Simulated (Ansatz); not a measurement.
# AlNH₄ (triplet): wave-function methods side by side, cc-pVDZ

Aim: climb from Hartree-Fock through coupled cluster and multireference methods for AlNH₄ (triplet) at one geometry and basis, and see what each rung misses.

Computed with Ansatz 0.2.0, Gaussian basis. Level: cc-pVDZ, core rule «outside noble gas», up to 6 orbitals frozen.

Plan: UHF; CCSD(T) on ROHF; CCSD(T) on UHF; BCCD(T) on ROHF; CISD as a restricted active space (open shells left free, so some higher excitations enter); CCSDT(Q) on ROHF; CCSDT(Q) on UHF; CASSCF and MRCISD+Q, 10 electrons in 11 orbitals; CASSCF and NEVPT2, 10 electrons in 11 orbitals.

25 further runs of the same task are left out: 7 for a known fault of the program, 6 that didn't finish, 12 set aside as unsound or not needed. Runs told in other sessions of the task aren't counted.

### Step 1. The geometry

The geometry is a PBE0/def2-TZVP stationary point (not a proven minimum).

6 atoms, charge 0, spin multiplicity 3.

Atoms are counted from 1 here; the program's logs count them from 0.

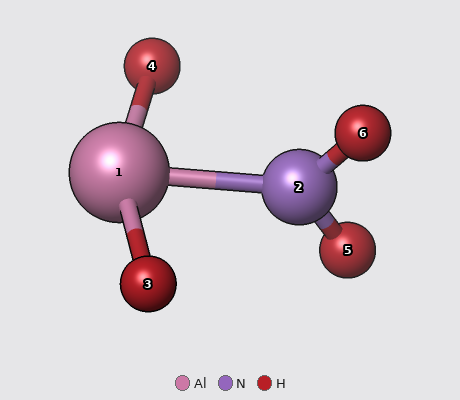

The geometry (aluminium pink, nitrogen purple, hydrogen red); atoms are numbered from 1 in the order of the file.

In the tables R marks a restricted open-shell determinant and U an unrestricted one; 'valence' is the active space of 10 electrons in 11 orbitals; energies count from the table's Hartree-Fock row.

### Step 2. UHF

The input, in.yaml:

```yaml
crystal:
  periodic: [false, false, false]
  atoms:
    - {symbol: Al, position_ang: [0.000000, 0.000000, 0.718558]}
    - {symbol: N, position_ang: [0.000000, 0.000000, -1.184814]}
    - {symbol: H, position_ang: [0.000000, -1.731178, 0.391627]}
    - {symbol: H, position_ang: [0.000000, 1.731178, 0.391627]}
    - {symbol: H, position_ang: [-0.826335, 0.000000, -1.776862]}
    - {symbol: H, position_ang: [0.826335, 0.000000, -1.776862]}
basis:
  gaussian: {orbitals: cc-pVDZ}
magnetization: {spin_polarized: true, initial_magnetization: 2}
hamiltonian: {xc: hf}
output: {orbitals: {seedname: orbitals}}
```

Command:

```sh
ansatz run in.yaml --threads 1 --pin off --events-out ev --progress --plain --max-ram 2393MiB
```

What it wrote:

```text
Functional definition: HF
  name "HF"
  cite "Fock, Z. Phys. 61, 126 (1930) doi:10.1007/BF01340294"
  parent pbe
  exchange = exact_x
  correlation = 0
490 factors; integrals over basis functions are off by at most 1.1e-3 eV
mean field evaluation 1: about -8122.0380 eV, gradient 1.7e1 eV
mean field evaluation 2: about -8122.0812 eV, gradient 1.7e1 eV
mean field evaluation 4: about -8123.9753 eV, gradient 2.5e0 eV
mean field evaluation 8: about -8124.2229 eV, gradient 3.8e-1 eV
mean field evaluation 16: about -8122.9410 eV, gradient 4.9e0 eV
mean field evaluation 32: about -8123.6183 eV, gradient 1.2e0 eV
mean field evaluation 64: about -8117.5664 eV, gradient 1.4e1 eV
mean field evaluation 96: about -8118.3990 eV, gradient 6.6e0 eV
mean field -8124.23086420 eV, -298.5599774580 hartree, gradient 2.3e-5 eV, S^2 2.037174; 3 other end points of the search recorded, 0 dependent functions left out
reference -8124.23086420 eV, -298.5599774580 hartree; 13, 11 occupied and 39, 41 virtual orbitals, 490 factors
Total energy: -8124.23086420 eV, -298.5599774580 hartree
```

It took 1.4 s on 1 thread of Arm Neoverse V1, shared host.

From the report: ⟨S²⟩ of the determinant 2.037 (pure triplet: 2.00).

### Step 3. CCSD(T) on ROHF

Changes to in.yaml since step 2:

```diff
@@ -11,4 +11,3 @@
   gaussian: {orbitals: cc-pVDZ}
-magnetization: {spin_polarized: true, initial_magnetization: 2}
-hamiltonian: {xc: hf}
-output: {orbitals: {seedname: orbitals}}
+magnetization: {spin_polarized: false, initial_magnetization: 2}
+correlation: {method: ccsd_t, electrons: outside_noble_gas}
```

Launched as before.

What it wrote, cut to the lines that bear on the results:

```text
Functional definition: HF
  name "HF"
  cite "Fock, Z. Phys. 61, 126 (1930) doi:10.1007/BF01340294"
  parent pbe
[...]
490 factors; integrals over basis functions are off by at most 1.1e-3 eV
[...]
mean field -8123.96256420 eV, -298.5501176146 hartree, gradient 8.0e-6 eV, S^2 2.000000; 14 other end points of the search recorded, 0 dependent functions left out
[...]
determinant -8123.96256420 eV, -298.5501176146 hartree, with singles and doubles -8131.16285857 eV, -298.8147235522 hartree
determinant -8123.29091037 eV, -298.5254347917 hartree, with singles and doubles -8130.59912692 eV, -298.7940067962 hartree
determinant -8121.05705499 eV, -298.4433421208 hartree, with singles and doubles -8128.75758413 eV, -298.7263313470 hartree
determinant -8120.00392966 eV, -298.4046404788 hartree, with singles and doubles -8127.89927662 eV, -298.6947891277 hartree
6 core orbitals not correlated: weight in the atoms' cores, before any rotation towards them, 1.000 or more for the frozen orbitals, at most 0.000 for the correlated occupied ones
reference -8123.96256420 eV, -298.5501176146 hartree; 7, 5 occupied and 39, 41 virtual orbitals, 490 factors
second order -5.89341417 eV of doubles, -0.13970307 eV of singles
cycle   1  -7.19984275 eV  change    4.5e-4 eV  update   3.0e-3
[...]
cycle   8  -7.20434379 eV  change   -7.6e-6 eV  update   1.3e-5
perturbative correction -0.19023585 eV, -0.0069910386 hartree
Total energy: -8131.35714384 eV, -298.8218634044 hartree
```

Wall time 7 s (1 thread of Arm Neoverse V1, shared host).

From the report: correlation -7.3946 eV; T1 0.052; largest double amplitude 0.06.

### Step 4. CCSD(T) on UHF

Changes to in.yaml since step 3:

```diff
@@ -11,3 +11,3 @@
   gaussian: {orbitals: cc-pVDZ}
-magnetization: {spin_polarized: false, initial_magnetization: 2}
+magnetization: {spin_polarized: true, initial_magnetization: 2}
 correlation: {method: ccsd_t, electrons: outside_noble_gas}
```

Same command.

What it wrote, cut to the lines that bear on the results:

```text
Functional definition: HF
  name "HF"
  cite "Fock, Z. Phys. 61, 126 (1930) doi:10.1007/BF01340294"
  parent pbe
[...]
490 factors; integrals over basis functions are off by at most 1.1e-3 eV
[...]
mean field -8124.23086420 eV, -298.5599774580 hartree, gradient 6.7e-6 eV, S^2 2.037174; 8 other end points of the search recorded, 0 dependent functions left out
determinant -8124.23086420 eV, -298.5599774580 hartree, with singles and doubles -8131.17797022 eV, -298.8152788952 hartree
determinant -8123.54486905 eV, -298.5347676010 hartree, with singles and doubles -8130.59348238 eV, -298.7937993634 hartree
determinant -8121.44034225 eV, -298.4574276676 hartree, with singles and doubles -8128.76893551 eV, -298.7267485026 hartree
6 core orbitals not correlated: weight in the atoms' cores, before any rotation towards them, 1.000 or more for the frozen orbitals, at most 0.000 for the correlated occupied ones
reference -8124.23086420 eV, -298.5599774580 hartree; 7, 5 occupied and 39, 41 virtual orbitals, 490 factors
second order -5.82171258 eV of doubles, -0.00000000 eV of singles
cycle   1  -6.94636839 eV  change    7.4e-4 eV  update   2.7e-3
[...]
cycle   8  -6.94998724 eV  change    3.8e-6 eV  update   8.4e-6
perturbative correction -0.18076427 eV, -0.0066429644 hartree
Total energy: -8131.36161571 eV, -298.8220277424 hartree
```

Run time: 5 s. Hardware: 1 thread of Arm Neoverse V1, shared host.

From the report: ⟨S²⟩ of the determinant 2.037 (pure triplet: 2.00); correlation -7.1308 eV; T1 0.040; largest double amplitude 0.07.

### Step 5. BCCD(T) on ROHF

Changes to in.yaml since step 4:

```diff
@@ -11,3 +11,3 @@
   gaussian: {orbitals: cc-pVDZ}
-magnetization: {spin_polarized: true, initial_magnetization: 2}
-correlation: {method: ccsd_t, electrons: outside_noble_gas}
+magnetization: {spin_polarized: false, initial_magnetization: 2}
+correlation: {method: bccd_t, electrons: outside_noble_gas}
```

The command is unchanged.

What it wrote, cut to the lines that bear on the results:

```text
Functional definition: HF
  name "HF"
  cite "Fock, Z. Phys. 61, 126 (1930) doi:10.1007/BF01340294"
  parent pbe
[...]
490 factors; integrals over basis functions are off by at most 1.1e-3 eV
[...]
mean field -8123.96256420 eV, -298.5501176146 hartree, gradient 8.0e-6 eV, S^2 2.000000; 14 other end points of the search recorded, 0 dependent functions left out
[...]
determinant -8123.96256420 eV, -298.5501176146 hartree, with singles and doubles -8131.16285857 eV, -298.8147235522 hartree
determinant -8123.29091037 eV, -298.5254347917 hartree, with singles and doubles -8130.59912692 eV, -298.7940067962 hartree
determinant -8121.05705499 eV, -298.4433421208 hartree, with singles and doubles -8128.75758413 eV, -298.7263313470 hartree
determinant -8120.00392966 eV, -298.4046404788 hartree, with singles and doubles -8127.89927662 eV, -298.6947891277 hartree
6 core orbitals not correlated: weight in the atoms' cores, before any rotation towards them, 1.000 or more for the frozen orbitals, at most 0.000 for the correlated occupied ones
reference -8123.96256420 eV, -298.5501176146 hartree; 7, 5 occupied and 39, 41 virtual orbitals, 490 factors
second order -5.89341417 eV of doubles, -0.13970307 eV of singles
cycle   1  -7.21071227 eV  change   -1.0e-2 eV  update   2.4e-2
[...]
cycle  11  -7.20200066 eV  change    3.8e-6 eV  update   8.8e-6
perturbative correction -0.20500798 eV, -0.0075339042 hartree
Total energy: -8131.36957284 eV, -298.8223201615 hartree
```

Wall time 7.5 s (1 thread of Arm Neoverse V1, shared host).

From the report: correlation -7.4070 eV; largest double amplitude 0.07.

### Step 6. CISD as a restricted active space (open shells left free, so some higher excitations enter)

Changes to in.yaml since step 5:

```diff
@@ -12,2 +12,2 @@
 magnetization: {spin_polarized: false, initial_magnetization: 2}
-correlation: {method: bccd_t, electrons: outside_noble_gas}
+correlation: {active_space: {ras: {orbitals: [5, 2, 39], electrons: 12, max_holes: 2, max_particles: 2}, fixed_orbitals: true}}
```

Same command.

What it wrote, cut to the lines that bear on the results:

```text
Functional definition: HF
  name "HF"
  cite "Fock, Z. Phys. 61, 126 (1930) doi:10.1007/BF01340294"
  parent pbe
[...]
490 factors; integrals over basis functions are off by at most 1.1e-3 eV
[...]
mean field -8123.96256420 eV, -298.5501176146 hartree, gradient 8.0e-6 eV, S^2 2.000000; 14 other end points of the search recorded, 0 dependent functions left out
reference -8123.96256420 eV, -298.5501176146 hartree; 13, 11 occupied and 39, 41 virtual orbitals, 490 factors
state -8130.50701785 eV, -298.7906218503 hartree
Total energy: -8130.50701785 eV, -298.7906218503 hartree
```

Run time: 7 s. Hardware: 1 thread of Arm Neoverse V1, shared host.

From the report: 86,028 determinants.

### Step 7. CCSDT(Q) on ROHF

Changes to in.yaml since step 6:

```diff
@@ -12,2 +12,2 @@
 magnetization: {spin_polarized: false, initial_magnetization: 2}
-correlation: {active_space: {ras: {orbitals: [5, 2, 39], electrons: 12, max_holes: 2, max_particles: 2}, fixed_orbitals: true}}
+correlation: {method: ccsdt_q, electrons: outside_noble_gas}
```

Same command.

What it wrote, cut to the lines that bear on the results:

```text
Functional definition: HF
  name "HF"
  cite "Fock, Z. Phys. 61, 126 (1930) doi:10.1007/BF01340294"
  parent pbe
[...]
1016 factors; integrals over basis functions are off by at most 1.6e-7 eV
[...]
mean field -8123.96267754 eV, -298.5501217798 hartree, gradient 8.2e-6 eV, S^2 2.000000; 14 other end points of the search recorded, 0 dependent functions left out
[...]
determinant -8123.96267754 eV, -298.5501217798 hartree, with singles and doubles -8131.16296966 eV, -298.8147276346 hartree
determinant -8123.29101658 eV, -298.5254386949 hartree, with singles and doubles -8130.59921694 eV, -298.7940101046 hartree
determinant -8121.05717981 eV, -298.4433467077 hartree, with singles and doubles -8128.75770275 eV, -298.7263357061 hartree
determinant -8120.00404987 eV, -298.4046448963 hartree, with singles and doubles -8127.89938590 eV, -298.6947931436 hartree
6 core orbitals not correlated: weight in the atoms' cores, before any rotation towards them, 1.000 or more for the frozen orbitals, at most 0.000 for the correlated occupied ones
reference -8123.96267754 eV, -298.5501217798 hartree; 7, 5 occupied and 39, 41 virtual orbitals, 1016 factors
second order -5.89346011 eV of doubles, -0.13970409 eV of singles
cycle   1  -6.72435293 eV  change   -6.9e-1 eV  update   9.5e-2
[...]
cycle  17  -7.43938173 eV  change    9.3e-7 eV  update   1.2e-6
perturbative correction -0.01267102 eV, -0.0004656513 hartree
Total energy: -8131.41473028 eV, -298.8239796669 hartree
```

Wall time 91 s (1 thread of Arm Neoverse V1, shared host); peak memory 1.1 GiB.

From the report: correlation -7.4521 eV; T1 0.057; largest double amplitude 0.07.

### Step 8. CCSDT(Q) on UHF

Changes to in.yaml since step 7:

```diff
@@ -11,3 +11,3 @@
   gaussian: {orbitals: cc-pVDZ}
-magnetization: {spin_polarized: false, initial_magnetization: 2}
+magnetization: {spin_polarized: true, initial_magnetization: 2}
 correlation: {method: ccsdt_q, electrons: outside_noble_gas}
```

The command is unchanged.

What it wrote, cut to the lines that bear on the results:

```text
Functional definition: HF
  name "HF"
  cite "Fock, Z. Phys. 61, 126 (1930) doi:10.1007/BF01340294"
  parent pbe
[...]
1016 factors; integrals over basis functions are off by at most 1.6e-7 eV
[...]
mean field -8124.23097975 eV, -298.5599817044 hartree, gradient 6.8e-6 eV, S^2 2.037174; 8 other end points of the search recorded, 0 dependent functions left out
determinant -8124.23097975 eV, -298.5599817044 hartree, with singles and doubles -8131.17808179 eV, -298.8152829954 hartree
determinant -8123.54497189 eV, -298.5347713805 hartree, with singles and doubles -8130.59357234 eV, -298.7938026692 hartree
determinant -8121.44046663 eV, -298.4574322386 hartree, with singles and doubles -8128.76905471 eV, -298.7267528831 hartree
6 core orbitals not correlated: weight in the atoms' cores, before any rotation towards them, 1.000 or more for the frozen orbitals, at most 0.000 for the correlated occupied ones
reference -8124.23097975 eV, -298.5599817044 hartree; 7, 5 occupied and 39, 41 virtual orbitals, 1016 factors
second order -5.82175526 eV of doubles, -0.00000000 eV of singles
cycle   1  -6.50194390 eV  change   -6.8e-1 eV  update   9.1e-2
[...]
cycle  17  -7.17248538 eV  change    4.5e-7 eV  update   1.2e-6
perturbative correction -0.01289502 eV, -0.0004738834 hartree
Total energy: -8131.41636016 eV, -298.8240395640 hartree
```

Wall time 75 s (1 thread of Arm Neoverse V1, shared host); peak memory 0.83 GiB.

From the report: ⟨S²⟩ of the determinant 2.037 (pure triplet: 2.00); correlation -7.1854 eV; T1 0.044; largest double amplitude 0.08.

### Step 9. CASSCF and MRCISD+Q, 10 electrons in 11 orbitals

Changes to in.yaml since step 8:

```diff
@@ -11,3 +11,3 @@
   gaussian: {orbitals: cc-pVDZ}
-magnetization: {spin_polarized: true, initial_magnetization: 2}
-correlation: {method: ccsdt_q, electrons: outside_noble_gas}
+magnetization: {spin_polarized: false, initial_magnetization: 2}
+correlation: {method: fic_mrcisd_q, electrons: outside_noble_gas, active_space: {window: {electrons: 10, orbitals: 11}, shells: [{species: Al, l: s, shell: 3}, {species: Al, l: p, shell: 3}, {species: H, l: s, shell: 1}, {species: "N", l: p, shell: 2}]}}
```

Same command.

What it wrote, cut to the lines that bear on the results:

```text
Functional definition: HF
  name "HF"
  cite "Fock, Z. Phys. 61, 126 (1930) doi:10.1007/BF01340294"
  parent pbe
[...]
1016 factors; integrals over basis functions are off by at most 1.6e-7 eV
[...]
mean field -8123.96267754 eV, -298.5501217798 hartree, gradient 8.2e-6 eV, S^2 2.000000; 14 other end points of the search recorded, 0 dependent functions left out
reference -8123.96267754 eV, -298.5501217798 hartree; 13, 11 occupied and 39, 41 virtual orbitals, 1016 factors
state -8126.35966568 eV, -298.6382094694 hartree
contracted CI cycle   1: correlation 0.00000000 eV, 0.0000000000 hartree, residual 2.00e1 eV
contracted CI cycle   2: correlation -4.44210472 eV, -0.1632443373 hartree, residual 3.87e0 eV
contracted CI cycle   3: correlation -4.62785884 eV, -0.1700706753 hartree, residual 9.53e-1 eV
contracted CI cycle   4: correlation -4.63975380 eV, -0.1705078073 hartree, residual 2.86e-1 eV
contracted CI cycle   5: correlation -4.64084503 eV, -0.1705479093 hartree, residual 8.82e-2 eV
contracted CI cycle   6: correlation -4.64094869 eV, -0.1705517186 hartree, residual 2.72e-2 eV
contracted CI cycle   7: correlation -4.64095857 eV, -0.1705520815 hartree, residual 7.95e-3 eV
contracted CI cycle   8: correlation -4.64095937 eV, -0.1705521112 hartree, residual 2.30e-3 eV
contracted CI cycle   9: correlation -4.64095944 eV, -0.1705521136 hartree, residual 6.74e-4 eV
state -8126.35966568 eV, -298.6382094694 hartree; corrected -8131.32203311 eV, -298.8205731087 hartree
Total energy: -8131.32203311 eV, -298.8205731087 hartree
Checks for a lower state left out: starts, orbital_swaps
```

It took 29 s on 1 thread of Arm Neoverse V1, shared host; peak memory 0.97 GiB.

From the report: 53,336 determinants; active occupations 1.98, 1.98, 1.97, 1.95, 1.01, 0.99, 0.04, 0.03, 0.02, 0.02, 0.02.

### Step 10. CASSCF and NEVPT2, 10 electrons in 11 orbitals

Changes to in.yaml since step 9:

```diff
@@ -12,2 +12,2 @@
 magnetization: {spin_polarized: false, initial_magnetization: 2}
-correlation: {method: fic_mrcisd_q, electrons: outside_noble_gas, active_space: {window: {electrons: 10, orbitals: 11}, shells: [{species: Al, l: s, shell: 3}, {species: Al, l: p, shell: 3}, {species: H, l: s, shell: 1}, {species: "N", l: p, shell: 2}]}}
+correlation: {method: sc_nevpt2, electrons: outside_noble_gas, active_space: {window: {electrons: 10, orbitals: 11}, shells: [{species: Al, l: s, shell: 3}, {species: Al, l: p, shell: 3}, {species: H, l: s, shell: 1}, {species: "N", l: p, shell: 2}]}}
```

Launched as before.

What it wrote, cut to the lines that bear on the results:

```text
Functional definition: HF
  name "HF"
  cite "Fock, Z. Phys. 61, 126 (1930) doi:10.1007/BF01340294"
  parent pbe
[...]
1016 factors; integrals over basis functions are off by at most 1.6e-7 eV
[...]
mean field -8123.96267754 eV, -298.5501217798 hartree, gradient 8.2e-6 eV, S^2 2.000000; 14 other end points of the search recorded, 0 dependent functions left out
reference -8123.96267754 eV, -298.5501217798 hartree; 13, 11 occupied and 39, 41 virtual orbitals, 1016 factors
state -8126.35966568 eV, -298.6382094694 hartree
state -8126.35966568 eV, -298.6382094694 hartree; corrected -8130.28036459 eV, -298.7822924968 hartree
Total energy: -8130.28036459 eV, -298.7822924968 hartree
Checks for a lower state left out: starts, orbital_swaps
```

Wall time 18 s (1 thread of Arm Neoverse V1, shared host).

From the report: 53,336 determinants; active occupations 1.98, 1.98, 1.97, 1.95, 1.01, 0.99, 0.04, 0.03, 0.02, 0.02, 0.02.

### Step 11. How many determinants matter

Natural occupations of the CASSCF valence state about the gap (report; correlated orbitals 1 to 10): 1.979, 1.977, 1.966, 1.952, 1.008, 0.992, 0.035, 0.026, 0.024, 0.021. The count of effectively unpaired electrons, Σ n²(2 − n)², is 2.03; a single determinant of this spin has 2.

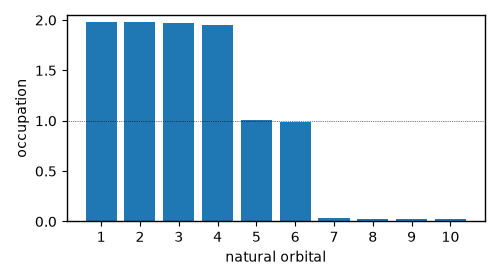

Natural occupations of the CASSCF valence state.

### Step 12. Misses and costs

The yardstick is UCCSDT(Q), where the cluster series has nearly closed. Rows without a time are mean-field rows or come out of runs for another level: lower rungs of the coupled-cluster runs, CASSCF and MRCISD of the multireference runs, or the Hartree-Fock search.

```
          method  energy from the lowest ROHF (meV)  from UCCSDT(Q) (meV)   time
             ROHF                               0.0               +7453.8       
             UHF                            -268.3               +7185.5       
            RMP2                           -6033.1               +1420.7       
            UMP2                           -6090.0               +1363.8       
            CISD                           -6544.5                +909.3    7 s
           RCCSD                           -7204.3                +249.5       
           UCCSD                           -7218.3                +235.5       
        RCCSD(T)                           -7394.6                 +59.2    7 s
        UCCSD(T)                           -7399.1                 +54.7    5 s
         BCCD(T)                           -7407.0                 +46.8  7.5 s
          RCCSDT                           -7439.5                 +14.3       
          UCCSDT                           -7440.9                 +12.9       
       RCCSDT(Q)                           -7452.2                  +1.6   91 s
       UCCSDT(Q)                           -7453.8                     0   75 s
  CASSCF valence                           -2397.1               +5056.7       
  NEVPT2 valence                           -6317.8               +1136.0   18 s
  MRCISD valence                           -7038.1                +415.7       
MRCISD+Q valence                           -7359.5                 +94.3   29 s
```

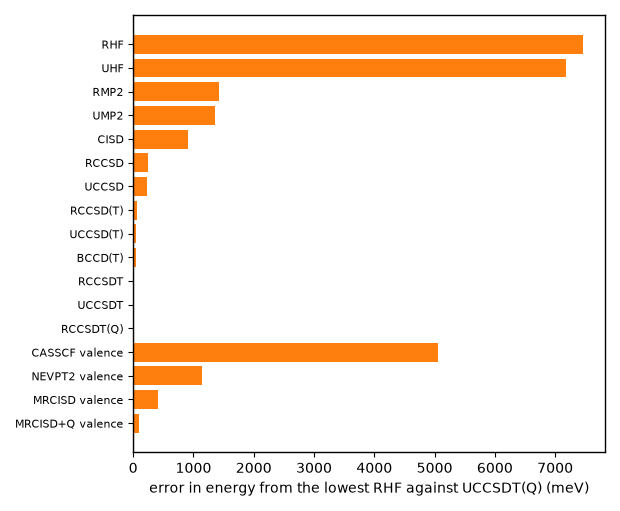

Deviations from UCCSDT(Q), method by method.

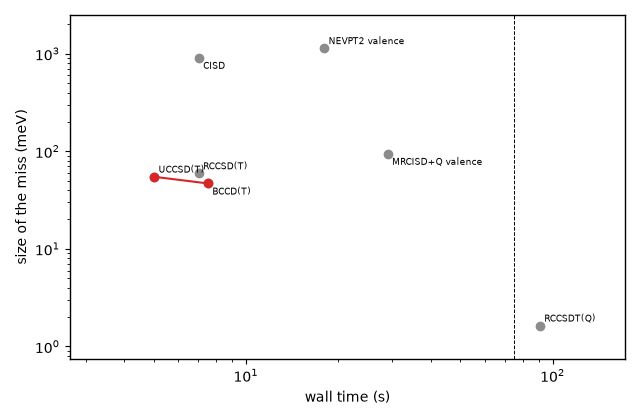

Accuracy for the time spent; red marks the levels that beat every quicker one drawn (of those quicker than the yardstick), and the dashed line is the time of UCCSDT(Q). Times are from a shared host.

With the free atoms at the same levels and basis (separate runs), the atomisation energy is 11.609 eV at UCCSDT(Q), 11.567 eV at RCCSD(T), 11.569 eV at UCCSD(T), 8.013 eV at ROHF.

### Step 13. Summary of results

| quantity | value |
| --- | --- |
| UCCSDT(Q) from the ROHF energy | -7.4538 eV |
| RMP2 from UCCSDT(Q) | +1420.7 meV |
| UMP2 from UCCSDT(Q) | +1363.8 meV |
| RCCSD from UCCSDT(Q) | +249.5 meV |
| RCCSD(T) from UCCSDT(Q) | +59.2 meV |
| UCCSD(T) from UCCSDT(Q) | +54.7 meV |
| RCCSDT(Q) from UCCSDT(Q) | +1.6 meV |
| NEVPT2 valence from UCCSDT(Q) | +1136.0 meV |
| MRCISD+Q valence from UCCSDT(Q) | +94.3 meV |
| levels within 1 kcal/mol (43 meV) | RCCSDT, UCCSDT, RCCSDT(Q) |
| T1 diagnostic | 0.052 |
| effectively unpaired electrons | 2.03 |

In words: RCCSD(T) misses by +59.2 meV, 0.8 % of the correlation energy. The occupations are near whole numbers, but T1 = 0.052 shows that the orbitals relax strongly. Of the multireference levels listed MRCISD+Q valence comes nearest in total energy (+94.3 meV), which doesn't show that its space is the better one. These misses are within one basis, not against nature; the frozen cores of restricted and unrestricted runs differ, which can shift their rows.

With open shells the CI space here admits some higher excitations, so it is larger than plain CISD.

For cost: BCCD(T) gets within 46.8 meV in 7.5 s, where UCCSDT(Q) took 75 s; the quickest level in the cost chart, UCCSD(T), takes 5 s and misses by 54.7 meV.
